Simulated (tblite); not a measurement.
**Geometry relaxation, with input and output: C7H9N**

System: C7H9N.
Method: GFN2-xTB geometry optimisation, gas phase (tblite 0.8.0).

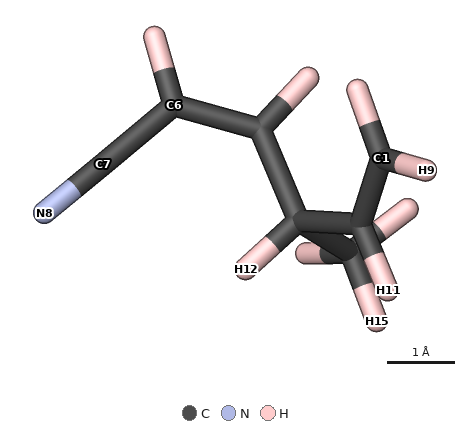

*The starting structure (stick view, seen at a tilt; atoms are numbered from 1 in the order of the input).*

**The input**
```
{"job": {"xc": "GFN2-xTB", "basis": "xTB", "kind": "relax"}, "charge": 0, "multiplicity": 1}
C     -2.048100    -0.772000     0.868400
C     -1.318800     0.348300     0.770600
C      0.013200     0.537300     0.063900
C     -0.127400     1.682500    -0.969600
C      0.510900    -0.704800    -0.628400
C      1.613500    -1.403500    -0.337300
C      2.514400    -1.073700     0.716700
N      3.259000    -0.808900     1.578700
H     -2.979300    -0.769000     1.436000
H     -1.777400    -1.706200     0.405100
H     -1.684700     1.226000     1.301100
H      0.722800     0.866100     0.819300
H     -0.871600     1.441100    -1.725500
H      0.835300     1.865800    -1.461200
H     -0.441000     2.615800    -0.473600
H     -0.096900    -1.054100    -1.458000
H      1.869200    -2.278700    -0.916200
```

The first line tells a small driver script what to run in tblite; the rest is the geometry in Å.

Launched with:
```bash
OMP_NUM_THREADS=1 python <driver script> task.json out
```

**What the program printed**
```
step      E/eV     max force
  0    -609.39826    2.694
  1    -609.30179    7.320
  2    -609.45373    0.747
  3    -609.46034    0.785
  4    -609.46883    0.225
  5    -609.47559    0.251
  6    -609.47968    0.265
  7    -609.48340    0.188
  8    -609.48668    0.181
  9    -609.48970    0.147
 10    -609.49139    0.117
 11    -609.49240    0.086
 12    -609.49328    0.114
 13    -609.49429    0.119
 14    -609.49526    0.078
 15    -609.49601    0.074
 16    -609.49683    0.082
 17    -609.49761    0.105
 18    -609.49817    0.068
 19    -609.49851    0.041
 20    -609.49877    0.050
 21    -609.49907    0.076
 22    -609.49937    0.064
 23    -609.49958    0.029
 24    -609.49958    0.029
 25    -609.49966    0.029
 26    -609.49983    0.083
 27    -609.49982    0.142
 28    -609.49993    0.032
 29    -609.49999    0.019
 30    -609.50011    0.064
 31    -609.50021    0.072
 32    -609.50036    0.050
 33    -609.50050    0.030
 34    -609.50063    0.040
 35    -609.50074    0.045
 36    -609.50086    0.034
 37    -609.50100    0.033
 38    -609.50113    0.030
 39    -609.50126    0.033
 40    -609.50141    0.030
 41    -609.50159    0.031
 42    -609.50173    0.027
 43    -609.50184    0.023
 44    -609.50192    0.027
 45    -609.50200    0.028
 46    -609.50209    0.022
 47    -609.50218    0.023
 48    -609.50227    0.023
 49    -609.50236    0.022
 50    -609.50244    0.023
 51    -609.50250    0.020
 52    -609.50256    0.019
 53    -609.50263    0.022
 54    -609.50273    0.027
 55    -609.50287    0.030
 56    -609.50303    0.030
 57    -609.50322    0.032
 58    -609.50344    0.035
 59    -609.50367    0.030
 60    -609.50383    0.030
 61    -609.50393    0.029
 62    -609.50403    0.030
 63    -609.50415    0.035
 64    -609.50430    0.033
 65    -609.50446    0.028
 66    -609.50460    0.029
 67    -609.50472    0.028
 68    -609.50483    0.027
 69    -609.50494    0.032
 70    -609.50503    0.032
 71    -609.50514    0.029
 72    -609.50531    0.025
 73    -609.50542    0.023
 74    -609.50550    0.017
 75    -609.50553    0.015
 76    -609.50555    0.012
 77    -609.50557    0.013
 78    -609.50559    0.013
 79    -609.50560    0.007
 80    -609.50561    0.005
 81    -609.50561    0.005
 82    -609.50561    0.005
 83    -609.50562    0.004
```

**Trajectory as extended XYZ (Å, eV, eV/Å), 12 frames, from step=0 to step=83**
```
17
Properties=species:S:1:pos:R:3:forces:R:3 step=0 energy=-609.39826
C    -2.0481   -0.7720    0.8684    0.3500   0.9720   0.0210
C    -1.3188    0.3483    0.7706   -0.4590  -0.9780   0.1870
C     0.0132    0.5373    0.0639   -0.4650  -0.0410  -0.3080
C    -0.1274    1.6825   -0.9696    0.1260   0.2180   0.2030
C     0.5109   -0.7048   -0.6284   -0.1390   0.1070   0.1350
C     1.6135   -1.4035   -0.3373    0.1500   0.4320   0.5230
C     2.5144   -1.0737    0.7167    1.1650   0.4790   1.4250
N     3.2590   -0.8089    1.5787   -1.7050  -0.6150  -1.9930
H    -2.9793   -0.7690    1.4360    0.3870  -0.0290  -0.2610
H    -1.7774   -1.7062    0.4051    0.0550   0.0670   0.0090
H    -1.6847    1.2260    1.3011    0.2040  -0.0590  -0.2370
H     0.7228    0.8661    0.8193    0.2770  -0.0540   0.1750
H    -0.8716    1.4411   -1.7255    0.0380  -0.0720   0.0170
H     0.8353    1.8658   -1.4612   -0.2490  -0.0600   0.1100
H    -0.4410    2.6158   -0.4736    0.1470  -0.4340  -0.1400
H    -0.0969   -1.0541   -1.4580   -0.0070   0.1190   0.0910
H     1.8692   -2.2787   -0.9162    0.1240  -0.0520   0.0420
17
Properties=species:S:1:pos:R:3:forces:R:3 step=7 energy=-609.48340
C    -2.0366   -0.7605    0.8596   -0.0200  -0.1020   0.0070
C    -1.3102    0.3355    0.7769    0.0170   0.1250   0.0020
C     0.0030    0.5347    0.0666    0.0420   0.0010   0.0020
C    -0.1298    1.6719   -0.9609    0.0070   0.0290  -0.0080
C     0.4924   -0.6965   -0.6178   -0.0180  -0.0680  -0.0810
C     1.5975   -1.3813   -0.3260   -0.0140  -0.0190   0.0040
C     2.4892   -1.0608    0.7106   -0.0080   0.0930   0.0930
N     3.2358   -0.8196    1.5474    0.0370   0.0240   0.0450
H    -2.9569   -0.7698    1.4189   -0.0200  -0.0010  -0.0210
H    -1.7630   -1.6952    0.4029    0.0890  -0.0240  -0.0450
H    -1.6601    1.2295    1.2742   -0.0030   0.0900   0.0160
H     0.7336    0.8460    0.8216    0.0750  -0.0150   0.0510
H    -0.8676    1.4299   -1.7227   -0.0230  -0.0650   0.0270
H     0.8229    1.8558   -1.4514    0.0450  -0.0420  -0.0010
H    -0.4347    2.5913   -0.4691   -0.0410   0.0070   0.0500
H    -0.1031   -1.0399   -1.4490   -0.1620   0.0070  -0.0950
H     1.8807   -2.2589   -0.8915   -0.0030  -0.0390  -0.0450
17
Properties=species:S:1:pos:R:3:forces:R:3 step=15 energy=-609.49601
C    -2.0200   -0.7546    0.8565   -0.0110  -0.0360  -0.0110
C    -1.3038    0.3497    0.7818   -0.0080   0.0070   0.0190
C     0.0107    0.5281    0.0710    0.0200   0.0320   0.0230
C    -0.1234    1.6656   -0.9509   -0.0180   0.0170  -0.0300
C     0.4744   -0.7049   -0.6310   -0.0180  -0.0080   0.0310
C     1.5822   -1.3814   -0.3278   -0.0060  -0.0160  -0.0160
C     2.4644   -1.0397    0.7167   -0.0020  -0.0060  -0.0200
N     3.2202   -0.8023    1.5471   -0.0560   0.0320  -0.0110
H    -2.9520   -0.7819    1.3938   -0.0210   0.0050   0.0070
H    -1.7170   -1.6790    0.3969    0.0460  -0.0420  -0.0130
H    -1.6574    1.2494    1.2676    0.0030   0.0350   0.0060
H     0.7563    0.8189    0.8194    0.0500   0.0090   0.0540
H    -0.8664    1.4051   -1.7005   -0.0220  -0.0020  -0.0490
H     0.8272    1.8459   -1.4475    0.0060   0.0120   0.0060
H    -0.4413    2.5814   -0.4596    0.0270   0.0120   0.0190
H    -0.1448   -1.0299   -1.4570    0.0260  -0.0300   0.0000
H     1.8837   -2.2586   -0.8864   -0.0150  -0.0200  -0.0150
17
Properties=species:S:1:pos:R:3:forces:R:3 step=22 energy=-609.49937
C    -2.0098   -0.7554    0.8546   -0.0150  -0.0390   0.0070
C    -1.3009    0.3540    0.7892    0.0480   0.0350  -0.0250
C     0.0160    0.5291    0.0787    0.0180  -0.0010  -0.0320
C    -0.1213    1.6654   -0.9479    0.0120   0.0030  -0.0010
C     0.4682   -0.7093   -0.6272   -0.0070   0.0090   0.0010
C     1.5757   -1.3918   -0.3347   -0.0120   0.0120  -0.0030
C     2.4539   -1.0384    0.7087   -0.0220  -0.0200  -0.0200
N     3.1891   -0.7736    1.5486    0.0020   0.0190   0.0120
H    -2.9496   -0.7914    1.3777   -0.0120  -0.0050   0.0150
H    -1.6860   -1.6766    0.4005    0.0070  -0.0190   0.0020
H    -1.6598    1.2571    1.2672    0.0040  -0.0170  -0.0100
H     0.7694    0.8148    0.8251   -0.0230   0.0010  -0.0180
H    -0.8639    1.4038   -1.6995   -0.0020   0.0070   0.0120
H     0.8279    1.8483   -1.4463    0.0180  -0.0110   0.0080
H    -0.4346    2.5830   -0.4563    0.0000  -0.0040   0.0090
H    -0.1516   -1.0368   -1.4525   -0.0060   0.0190   0.0230
H     1.8702   -2.2702   -0.8959   -0.0100   0.0100   0.0170
17
Properties=species:S:1:pos:R:3:forces:R:3 step=30 energy=-609.50011
C    -2.0073   -0.7588    0.8552    0.0130   0.0070  -0.0010
C    -1.2996    0.3521    0.7854    0.0070  -0.0080   0.0000
C     0.0168    0.5301    0.0763    0.0160  -0.0020  -0.0110
C    -0.1184    1.6671   -0.9484    0.0000   0.0010   0.0050
C     0.4672   -0.7077   -0.6286   -0.0040  -0.0090  -0.0020
C     1.5730   -1.3919   -0.3351   -0.0010  -0.0010   0.0040
C     2.4508   -1.0384    0.7084   -0.0460  -0.0040  -0.0450
N     3.1835   -0.7675    1.5483    0.0280   0.0170   0.0380
H    -2.9469   -0.7935    1.3791   -0.0040  -0.0070   0.0120
H    -1.6826   -1.6806    0.4033    0.0040  -0.0230   0.0000
H    -1.6588    1.2540    1.2636   -0.0130   0.0090  -0.0010
H     0.7686    0.8160    0.8230   -0.0060   0.0010   0.0040
H    -0.8634    1.4069   -1.6980    0.0110   0.0130  -0.0070
H     0.8327    1.8472   -1.4450   -0.0090   0.0000   0.0030
H    -0.4317    2.5829   -0.4538    0.0120   0.0080  -0.0010
H    -0.1571   -1.0338   -1.4501    0.0000   0.0010  -0.0030
H     1.8661   -2.2720   -0.8934   -0.0080  -0.0050   0.0040
17
Properties=species:S:1:pos:R:3:forces:R:3 step=37 energy=-609.50100
C    -1.9997   -0.7688    0.8588    0.0080   0.0140   0.0110
C    -1.2984    0.3464    0.7804   -0.0280  -0.0070  -0.0130
C     0.0172    0.5319    0.0709   -0.0210  -0.0030   0.0070
C    -0.1129    1.6742   -0.9487    0.0090  -0.0040   0.0040
C     0.4632   -0.7075   -0.6333    0.0060   0.0150  -0.0110
C     1.5658   -1.3943   -0.3349   -0.0110   0.0000   0.0010
C     2.4414   -1.0325    0.7072    0.0050  -0.0130   0.0060
N     3.1731   -0.7571    1.5469   -0.0030   0.0100   0.0020
H    -2.9361   -0.8019    1.3900    0.0050  -0.0080  -0.0050
H    -1.6785   -1.6959    0.4130    0.0210   0.0230   0.0120
H    -1.6665    1.2485    1.2527    0.0010  -0.0040   0.0000
H     0.7661    0.8163    0.8218   -0.0020  -0.0130  -0.0140
H    -0.8566    1.4243   -1.7030   -0.0050   0.0070   0.0140
H     0.8395    1.8491   -1.4439    0.0130   0.0040   0.0000
H    -0.4170    2.5913   -0.4501   -0.0030  -0.0070  -0.0030
H    -0.1636   -1.0314   -1.4536    0.0040  -0.0100  -0.0020
H     1.8560   -2.2807   -0.8841   -0.0010  -0.0040  -0.0060
17
Properties=species:S:1:pos:R:3:forces:R:3 step=45 energy=-609.50200
C    -1.9895   -0.7768    0.8682    0.0100   0.0080   0.0010
C    -1.3046    0.3471    0.7717   -0.0080  -0.0150   0.0030
C     0.0120    0.5317    0.0626   -0.0120   0.0040   0.0160
C    -0.1043    1.6828   -0.9481   -0.0010  -0.0040  -0.0010
C     0.4578   -0.7085   -0.6422   -0.0130   0.0130   0.0070
C     1.5550   -1.3999   -0.3336   -0.0100   0.0070  -0.0070
C     2.4288   -1.0312    0.7081   -0.0030  -0.0040  -0.0040
N     3.1575   -0.7400    1.5451   -0.0050  -0.0070  -0.0010
H    -2.9243   -0.8200    1.4016    0.0110   0.0010  -0.0080
H    -1.6517   -1.7024    0.4321    0.0060   0.0070   0.0090
H    -1.6806    1.2490    1.2384    0.0090   0.0000  -0.0260
H     0.7603    0.8059    0.8175    0.0050   0.0010   0.0000
H    -0.8507    1.4486   -1.7043   -0.0060  -0.0070  -0.0040
H     0.8507    1.8521   -1.4403    0.0070  -0.0040  -0.0020
H    -0.3994    2.6000   -0.4444   -0.0010  -0.0100   0.0120
H    -0.1653   -1.0359   -1.4641   -0.0030   0.0090   0.0020
H     1.8413   -2.2905   -0.8782    0.0140   0.0010   0.0030
17
Properties=species:S:1:pos:R:3:forces:R:3 step=52 energy=-609.50256
C    -1.9797   -0.7814    0.8754   -0.0020   0.0010   0.0010
C    -1.3078    0.3487    0.7663    0.0010  -0.0030   0.0020
C     0.0096    0.5312    0.0605    0.0020   0.0040   0.0030
C    -0.1000    1.6848   -0.9463    0.0020   0.0120  -0.0060
C     0.4511   -0.7082   -0.6467    0.0020  -0.0030   0.0010
C     1.5460   -1.4014   -0.3353    0.0100  -0.0010  -0.0070
C     2.4170   -1.0303    0.7073    0.0080   0.0010   0.0100
N     3.1452   -0.7364    1.5439    0.0020  -0.0070   0.0080
H    -2.9156   -0.8315    1.4053   -0.0020   0.0050  -0.0030
H    -1.6267   -1.7064    0.4502    0.0000  -0.0020   0.0170
H    -1.6905    1.2562    1.2155   -0.0150  -0.0090  -0.0050
H     0.7583    0.8010    0.8165    0.0040  -0.0010   0.0070
H    -0.8473    1.4595   -1.7043   -0.0080  -0.0100   0.0010
H     0.8562    1.8503   -1.4370    0.0110   0.0040  -0.0060
H    -0.3891    2.5995   -0.4356   -0.0050   0.0160  -0.0020
H    -0.1716   -1.0311   -1.4703   -0.0060   0.0000  -0.0010
H     1.8380   -2.2923   -0.8755   -0.0040  -0.0070  -0.0170
17
Properties=species:S:1:pos:R:3:forces:R:3 step=60 energy=-609.50383
C    -1.9554   -0.7933    0.8970   -0.0100  -0.0200   0.0130
C    -1.3158    0.3508    0.7499    0.0000   0.0130  -0.0110
C     0.0095    0.5361    0.0599    0.0060  -0.0070  -0.0070
C    -0.0878    1.6956   -0.9415   -0.0070  -0.0010  -0.0030
C     0.4434   -0.7023   -0.6550    0.0110  -0.0070  -0.0040
C     1.5358   -1.4024   -0.3489    0.0050  -0.0020   0.0090
C     2.3987   -1.0387    0.7039    0.0110   0.0010   0.0060
N     3.1121   -0.7468    1.5539    0.0020  -0.0190  -0.0100
H    -2.9017   -0.8478    1.4068   -0.0110   0.0010   0.0080
H    -1.5626   -1.7259    0.5275    0.0020  -0.0100   0.0040
H    -1.7404    1.2640    1.1455    0.0050   0.0130   0.0010
H     0.7578    0.7904    0.8214   -0.0130   0.0230   0.0140
H    -0.8406    1.4751   -1.6955    0.0030   0.0130  -0.0190
H     0.8686    1.8539   -1.4354   -0.0070  -0.0060   0.0050
H    -0.3682    2.6128   -0.4299    0.0020  -0.0010   0.0050
H    -0.1864   -1.0168   -1.4767    0.0120  -0.0040  -0.0070
H     1.8258   -2.2923   -0.8929   -0.0100   0.0160  -0.0040
17
Properties=species:S:1:pos:R:3:forces:R:3 step=67 energy=-609.50472
C    -1.9497   -0.7988    0.9104   -0.0060   0.0050  -0.0010
C    -1.3239    0.3503    0.7406    0.0120   0.0110   0.0020
C     0.0058    0.5387    0.0594    0.0040  -0.0080  -0.0110
C    -0.0868    1.6988   -0.9425    0.0000  -0.0020   0.0050
C     0.4457   -0.6970   -0.6562    0.0010  -0.0120   0.0030
C     1.5370   -1.4002   -0.3535    0.0040   0.0030   0.0030
C     2.3999   -1.0492    0.7035   -0.0020  -0.0010   0.0020
N     3.1099   -0.7684    1.5601    0.0030  -0.0170  -0.0160
H    -2.9023   -0.8512    1.4095    0.0090  -0.0070   0.0120
H    -1.5408   -1.7357    0.5683   -0.0100   0.0170   0.0020
H    -1.7574    1.2691    1.1137   -0.0250  -0.0120  -0.0050
H     0.7460    0.7993    0.8275   -0.0050  -0.0110  -0.0090
H    -0.8382    1.4841   -1.7001    0.0090   0.0070   0.0030
H     0.8718    1.8528   -1.4335   -0.0090   0.0020   0.0050
H    -0.3634    2.6158   -0.4280   -0.0010   0.0030  -0.0110
H    -0.1818   -1.0114   -1.4801    0.0060   0.0110  -0.0010
H     1.8211   -2.2851   -0.9089    0.0110   0.0110   0.0180
17
Properties=species:S:1:pos:R:3:forces:R:3 step=75 energy=-609.50553
C    -1.9352   -0.8062    0.9353    0.0040  -0.0030  -0.0020
C    -1.3389    0.3513    0.7227    0.0010   0.0000   0.0050
C    -0.0023    0.5422    0.0543   -0.0050  -0.0010  -0.0060
C    -0.0798    1.7081   -0.9418    0.0030   0.0020   0.0030
C     0.4415   -0.6913   -0.6639    0.0000   0.0010   0.0000
C     1.5301   -1.3979   -0.3594    0.0010   0.0060   0.0000
C     2.3903   -1.0618    0.7041   -0.0050   0.0020   0.0010
N     3.1035   -0.8002    1.5640    0.0050  -0.0030  -0.0010
H    -2.8904   -0.8674    1.4284    0.0060   0.0060   0.0010
H    -1.4951   -1.7435    0.6369   -0.0010  -0.0060  -0.0020
H    -1.8066    1.2708    1.0497    0.0030   0.0060  -0.0030
H     0.7324    0.7954    0.8305   -0.0110  -0.0090  -0.0060
H    -0.8295    1.5079   -1.7051    0.0070  -0.0090   0.0070
H     0.8825    1.8546   -1.4274    0.0000   0.0050   0.0000
H    -0.3484    2.6258   -0.4244   -0.0030   0.0010  -0.0010
H    -0.1806   -0.9974   -1.4950    0.0040  -0.0020   0.0020
H     1.8194   -2.2784   -0.9190   -0.0070   0.0040   0.0020
17
Properties=species:S:1:pos:R:3:forces:R:3 step=83 energy=-609.50562
C    -1.9362   -0.8057    0.9344    0.0000   0.0000  -0.0010
C    -1.3389    0.3516    0.7228   -0.0020  -0.0020   0.0030
C    -0.0029    0.5421    0.0539   -0.0010   0.0000   0.0000
C    -0.0802    1.7080   -0.9418    0.0000   0.0010   0.0000
C     0.4417   -0.6910   -0.6639    0.0020   0.0010   0.0000
C     1.5308   -1.3962   -0.3584    0.0000  -0.0020   0.0000
C     2.3917   -1.0611    0.7049   -0.0010   0.0000  -0.0010
N     3.1079   -0.8029    1.5633    0.0000   0.0010  -0.0010
H    -2.8902   -0.8650    1.4299    0.0000   0.0010   0.0000
H    -1.4994   -1.7437    0.6332    0.0010   0.0020   0.0010
H    -1.8045    1.2715    1.0519    0.0010   0.0000  -0.0010
H     0.7310    0.7938    0.8309   -0.0010   0.0000  -0.0020
H    -0.8285    1.5044   -1.7054    0.0030  -0.0010  -0.0010
H     0.8822    1.8565   -1.4267    0.0010   0.0030   0.0020
H    -0.3517    2.6254   -0.4257   -0.0030   0.0000   0.0000
H    -0.1789   -0.9987   -1.4955    0.0000   0.0010   0.0030
H     1.8193   -2.2768   -0.9178    0.0000  -0.0020   0.0000
```

**Summary**

```tsv
quantity	value
outcome	converged
total energy	−609.5056 eV
hardware	1 CPU thread, shared host
peak memory	1 GiB
```
